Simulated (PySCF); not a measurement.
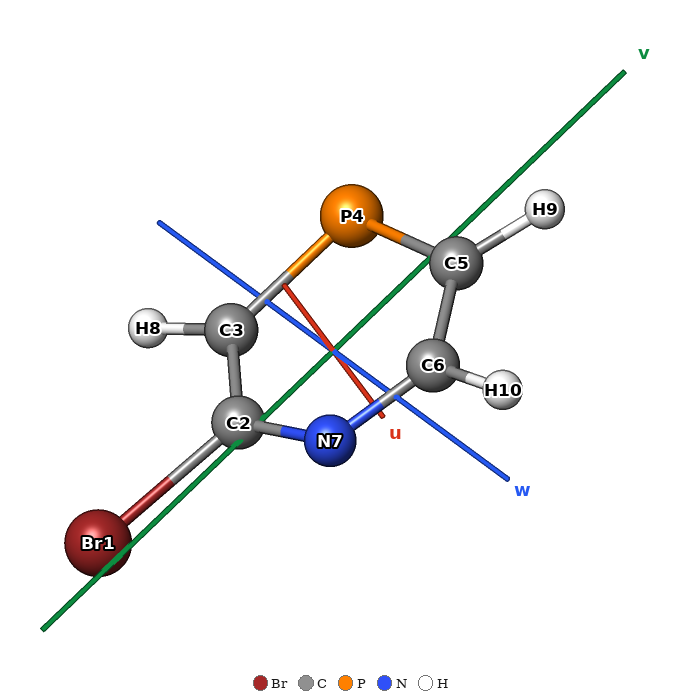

The lines u, v and w are the principal axes of the static dipole polarisability. The computed structure is the end point of a GFN2-xTB optimisation. No frequency run is at hand to confirm it as a minimum. Level of theory: CAM-B3LYP/def2-SVPD (PySCF 2.14.0).

### Along which axis is the molecule most polarisable, and along which least?

Most along v (in the molecular plane, nearly parallel to the C3–P4 bond), least along u (normal to the molecular plane).

### Give the three principal values.

u 61.0, v 134.7, w 98.7 bohr³; mean 98.1, anisotropy 63.8 bohr³.

The geometry is semi-empirical. Around Br, P such bond lengths and angles can be off by a tenth of an ångström or more and by several degrees, and values that hang on the shape move with them.
